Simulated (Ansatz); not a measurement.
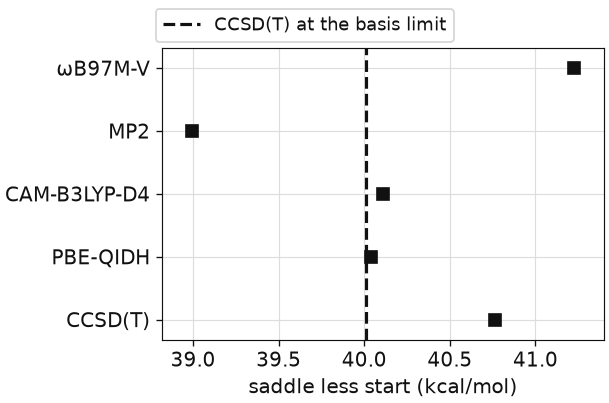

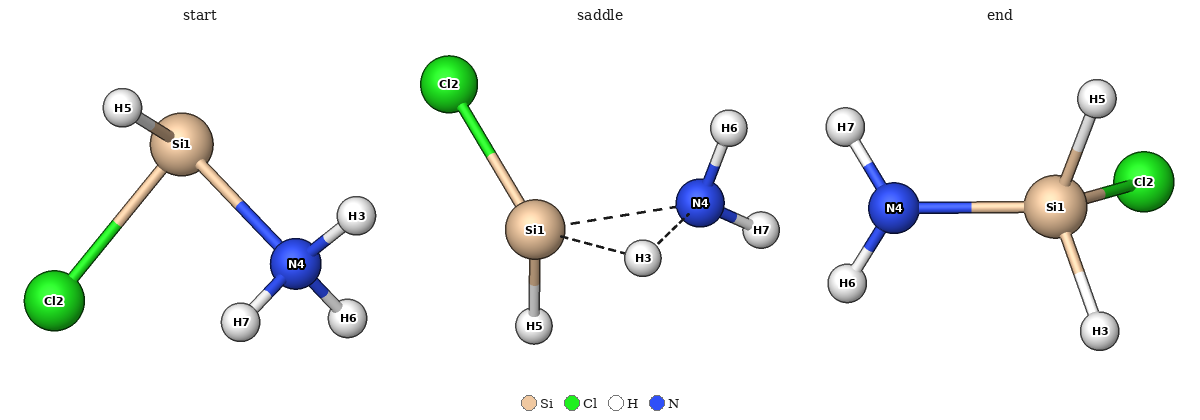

Height of the saddle over the start in one step of SiNH₄Cl at several levels. In the step Si1–H3 (2.59 → 1.63 → 1.48 Å) forms; H3–N4 (1.02 → 1.36 → 2.58 Å) breaks; Si1–N4 (2.03 → 1.85 → 1.70 Å) shortens (lengths at start, saddle and end; changes of bond order aren't listed). Electronic energies at PBE0-D4/def2-TZVP geometries, energies in def2-TZVPP, the Ansatz code; cores frozen in correlated methods, no zero-point terms. Start and end are the structures at the ends of the path (complexes, where there are several molecules). The line is the MP2 basis limit plus CCSD(T) less MP2 in triple zeta. PBE-QIDH holds a correlation term that converges slowly with the basis, so part of the distance to the limit is basis error. No dispersion term is added to PBE-QIDH. The distance of MP2 and CCSD(T) to the limit includes basis error. The limit lies 0.8 kcal/mol from CCSD(T) in triple zeta, so the line itself is uncertain by a part of that.

> Which level comes closest to the line (CCSD(T) at the basis limit), and which misses most?

Closest PBE-QIDH (40.0 kcal/mol), against 40.0 kcal/mol; farthest ωB97M-V (41.2 kcal/mol).

> Give the values.

```csv
level,kcal/mol,less CCSD(T) at the basis limit
ωB97M-V,41.2,1.2
MP2,39.0,−1.0
CAM-B3LYP-D4,40.1,0.1
PBE-QIDH,40.0,0.0
CCSD(T),40.8,0.8
CCSD(T) at the basis limit,40.0,0.0
```

Caveats, for all or some of the runs: restricted reference unstable towards unrestricted.
